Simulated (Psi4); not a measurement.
# SiH4S2 (SMILES S[SiH2]S) at BHLYP/def2-SVPD

Aim: the vertical ionisation energy of SiH4S2 at BHLYP/def2-SVPD, from 2 runs. 

The calculation is run with Psi4 1.11.

3 further runs of the same task are left out: 1 that didn't finish, 2 set aside as unsound or not needed.

**1. Starting point**

SiH4S2 has 7 atoms, charge 0, and is taken as a singlet. As SMILES, `S[SiH2]S`. The shape is that of a PBE0-D4/def2-TZVP optimisation. This is one conformer, not always the lowest.

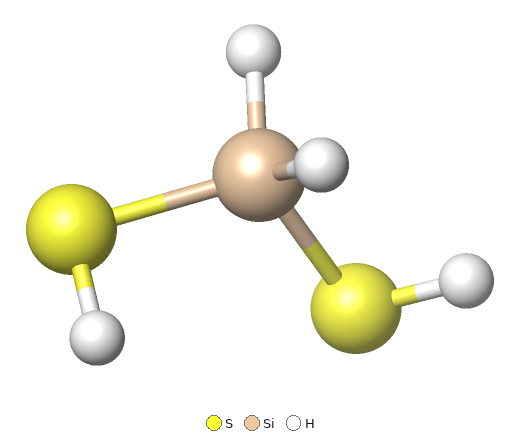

Viewed from a chosen angle; sulfur yellow, silicon light orange, hydrogen white.

**2. Energy and gradient at BHLYP/def2-SVPD**

Input file run.py:

```python
import psi4

psi4.set_memory('1600 MB')
psi4.set_num_threads(1)
psi4.core.set_output_file('psi4.out', False)

molecule = psi4.geometry("""
S
Si 1 2.13661
S 2 2.126414 1 108.82691
H 1 1.344751 2 93.84684 3 -155.99505
H 2 1.483899 3 112.95356 1 -120.26021
H 2 1.482442 5 109.73177 4 -107.49204
H 3 1.344379 2 94.35795 6 -179.78206
units angstrom
symmetry c1
no_reorient
no_com
""")

psi4.set_options({
    'basis': 'def2-SVPD',
    'puream': True,
    'e_convergence': 1e-09,
    'd_convergence': 1e-08,
    'scf_type': 'pk',
    'dft_radial_points': 99,
    'dft_spherical_points': 590,
})

e_tot, wfn = psi4.gradient('bhhlyp', return_wfn=True)
print('gradient / Eh bohr^-1')
print(e_tot.np.round(6))
print(f'energy = {wfn.energy():.10f} Eh')
```

The run is started by

```sh
python run.py
```

psi4.out:

```text
[...]
  Running in c1 symmetry.
[...]
  Nuclear repulsion =  195.375249113724919
[...]
  Multiplicity = 1
[...]
  Nalpha       = 25
  Nbeta        = 25
[...]
    Number of basis functions: 110
[...]
   @RKS iter   1: -1087.93978522394718   -1.91340e-01   2.74373e-03 ADIIS/DIIS
[...]
   @RKS iter  11: -1087.99697772672403   -1.59162e-12   2.75725e-09 DIIS
[...]
    Orbital Energies [Eh]
    ---------------------
    Doubly Occupied:
       1A    -90.042224     2A    -90.041288     3A    -67.187973
       4A     -8.345165     5A     -8.344086     6A     -6.207469
       7A     -6.206443     8A     -6.205295     9A     -6.204187
      10A     -6.201467    11A     -6.200322    12A     -5.660318
      13A     -3.928606    14A     -3.927324    15A     -3.926048
      16A     -0.858951    17A     -0.829541    18A     -0.606502
      19A     -0.491452    20A     -0.487442    21A     -0.428355
      22A     -0.396481    23A     -0.394863    24A     -0.329404
      25A     -0.317291
[...]
  @RKS Final Energy: -1087.99697772672403
   => Energetics <=
    Nuclear Repulsion Energy =            195.3752491137249194
    One-Electron Energy =               -1892.1340185185144946
    Two-Electron Energy =                 646.6356401410214403
    DFT Exchange-Correlation Energy =     -37.8738484629558485
    Empirical Dispersion Energy =           0.0000000000000000
    VV10 Nonlocal Energy =                  0.0000000000000000
    Total Energy =                      -1087.9969777267240261
[...]
 Multipole Moments:
 ------------------------------------------------------------------------------------
     Multipole            Electronic (a.u.)      Nuclear  (a.u.)        Total (a.u.)
 ------------------------------------------------------------------------------------
 L = 1.  Multiply by 2.5417464519 to convert [e a0] to [Debye]
 Dipole X            :         -1.0826461            1.4755101            0.3928640
 Dipole Y            :         -2.2722288            2.7292090            0.4569801
 Dipole Z            :         -0.7771995            0.8173600            0.0401605
 Magnitude           :                                                    0.6039750
[...]
  -Total Gradient:
     Atom            X                  Y                   Z
    ------   -----------------  -----------------  -----------------
       1       -0.000644329924    -0.001781577924     0.004305083489
       2        0.001739544976    -0.007208750240    -0.006677190151
       3       -0.002070149311     0.004753794737    -0.000588882972
       4        0.000376455109     0.000650827728     0.001373204409
       5        0.001851951150     0.001720812388     0.001013758049
       6       -0.001982282178     0.000555440232     0.001560026850
       7        0.000729910638     0.001307963675    -0.000983634945
[...]
```

The script printed:

```text
gradient / Eh bohr^-1
[[-0.000644 -0.001782  0.004305]
 [ 0.00174  -0.007209 -0.006677]
 [-0.00207   0.004754 -0.000589]
 [ 0.000376  0.000651  0.001373]
 [ 0.001852  0.001721  0.001014]
 [-0.001982  0.000555  0.00156 ]
 [ 0.00073   0.001308 -0.000984]]
energy = -1087.9969777267 Eh
```

Wall time 31 s (1 thread of Intel Xeon Platinum 8488C (Sapphire Rapids), shared host); peak memory 0.53 GiB.

**3. The doublet cation at the same level**

Input file input.inp:

```
memory 1600 MB

molecule molecule1 {
  1 2
  S     -1.440900    -0.940100    -0.544900
  Si     0.000300     0.422900     0.249000
  S      1.560800    -0.688700     1.171400
  H     -1.898600    -0.065600    -1.458200
  H      0.481300     1.287400    -0.857000
  H     -0.535500     1.264600     1.345400
  H      1.893800    -1.348500     0.048400
  symmetry c1
  no_reorient
  no_com
}

set basis def2-SVPD
set reference uks
set puream true
set e_convergence 1e-09
set d_convergence 1e-08
set scf_type pk
set dft_radial_points 99
set dft_spherical_points 590
set maxiter 200

result, w = gradient('bhhlyp', return_wfn=True)
print_variables()
```

The run is started by

```sh
psi4 -i input.inp -o input.out -n 1
```

input.out:

```text
[...]
  Running in c1 symmetry.
[...]
  Nuclear repulsion =  195.375236159389686
[...]
  Multiplicity = 2
[...]
  Nalpha       = 25
  Nbeta        = 24
[...]
    Number of basis functions: 110
[...]
   @UKS iter   1: -1087.60991713080330    1.38527e-01   1.78467e-03 DIIS/ADIIS
[...]
   @UKS iter  19: -1087.63906240011488   -3.86535e-12   5.22616e-09 DIIS
[...]
   @S^2 Observed:                7.643755940E-01
[...]
    Orbital Energies [Eh]
    ---------------------
    Alpha Occupied:
       1A    -90.309684     2A    -90.282273     3A    -67.392474
       4A     -8.610310     5A     -8.583163     6A     -6.475906
       7A     -6.469593     8A     -6.467114     9A     -6.446234
      10A     -6.443268    11A     -6.440761    12A     -5.867166
      13A     -4.135585    14A     -4.133971    15A     -4.132156
      16A     -1.105199    17A     -1.068779    18A     -0.819762
      19A     -0.723279    20A     -0.702272    21A     -0.640441
      22A     -0.628719    23A     -0.613036    24A     -0.579852
      25A     -0.558852
    Alpha Virtual:
[...]
  @UKS Final Energy: -1087.63906240011488
   => Energetics <=
    Nuclear Repulsion Energy =            195.3752361593896865
    One-Electron Energy =               -1880.6226179615123328
    Two-Electron Energy =                 635.3160240650886408
    DFT Exchange-Correlation Energy =     -37.7077046630808539
    Empirical Dispersion Energy =           0.0000000000000000
    VV10 Nonlocal Energy =                  0.0000000000000000
    Total Energy =                      -1087.6390624001148808
[...]
 Multipole Moments:
 ------------------------------------------------------------------------------------
     Multipole            Electronic (a.u.)      Nuclear  (a.u.)        Total (a.u.)
 ------------------------------------------------------------------------------------
 L = 1.  Multiply by 2.5417464519 to convert [e a0] to [Debye]
 Dipole X            :         -3.7550689            3.5216936           -0.2333753
 Dipole Y            :         35.4725758          -35.9091428           -0.4365670
 Dipole Z            :        -24.0160917           23.7890063           -0.2270854
 Magnitude           :                                                    0.5446306
[...]
  -Total Gradient:
     Atom            X                  Y                   Z
    ------   -----------------  -----------------  -----------------
       1        0.009924193434     0.010637160448    -0.000750495794
       2       -0.006618197860    -0.031294334640    -0.013602324240
       3       -0.002495107614     0.007311146225     0.003074363893
       4       -0.000424463656    -0.000108800986     0.005956605417
       5        0.000025856628     0.006316046313     0.001600923233
       6        0.003708365723     0.005330295131     0.002869097491
       7       -0.004117652944     0.001808880501     0.000852291174
[...]
```

Run time: 65 s. Hardware: 1 thread of Intel Xeon Platinum 8488C (Sapphire Rapids), shared host; peak memory 0.54 GiB.

**4. Summary of results**

Level: BHLYP/def2-SVPD.

| quantity | value |
| --- | --- |
| singlet SiH4S2: total energy | -1087.99698 Eh |
| singlet SiH4S2: dipole moment | 1.54 D |
| singlet SiH4S2: HOMO energy | -8.63 eV |
| singlet SiH4S2: LUMO energy | 0.48 eV |
| singlet SiH4S2: HOMO–LUMO gap | 9.11 eV |
| singlet SiH4S2: largest force on an atom | 0.513 eV/Å |
| doublet cation: total energy | -1087.63906 Eh |
| doublet cation: HOMO energy (highest over α and β) | -13.64 eV |
| doublet cation: LUMO energy (lowest over α and β) | -10.86 eV |
| doublet cation: ⟨S²⟩ | 0.764 |
| doublet cation: largest force on an atom | 1.787 eV/Å |
| vertical ionisation energy (to the doublet cation) | 9.739 eV |

Removing an electron at fixed nuclei costs 9.74 eV (940 kJ/mol). The largest force (singlet SiH4S2) is 0.51 eV/Å: the shape isn't a stationary point for this species at this level. The negative HOMO energy of the first species, 8.63 eV, lies 1.11 eV below that difference.
